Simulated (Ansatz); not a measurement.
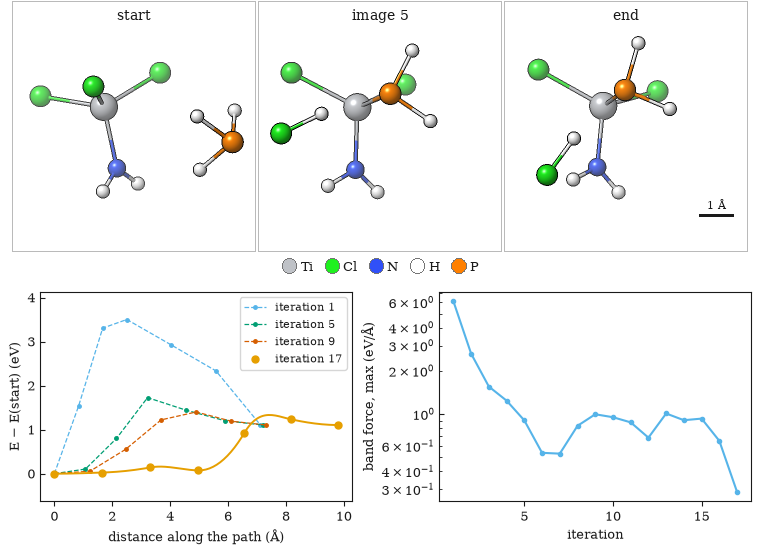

NEB run on TiPNH$_{5}$Cl$_{3}$, made up at the start of TiNH2Cl3 and PH3. Images are numbered from 0 (start) to 6 (end). The plot follows the band through its iterations. A ball-and-stick model, seen from a free direction.

These are results of Ansatz, RKS PBE/def2-SVP, not measurements. Settings: 5 movable images; climbing image; force threshold 0.5 eV/Å; iteration limit 60; starting path through a guess of the saddle point.

**How did the profile develop, and is the result final?**

The run met only a loose threshold, so the barrier can't be trusted yet. The band converged in 17 iterations. The largest component of the band force went from 6.1 to 0.29 eV/Å. The climbing image converged on the top of the path. Its curvatures weren't checked. The force threshold is so loose that the height of the top is at best an upper bound. The first iteration put the highest image at 3.50 eV. Forward barrier 1.23 eV, backward barrier 0.13 eV, with image 5 at the top; the reaction energy is +1.11 eV. The profile has 2 maxima (images 2, 5) with a dip at image 3 (+0.07 eV), so the process runs in steps.

Limits of the set-up: the start holds two separate molecules, 3.0 Å apart at their closest, whose relative position is a soft coordinate and is computed without a dispersion correction.
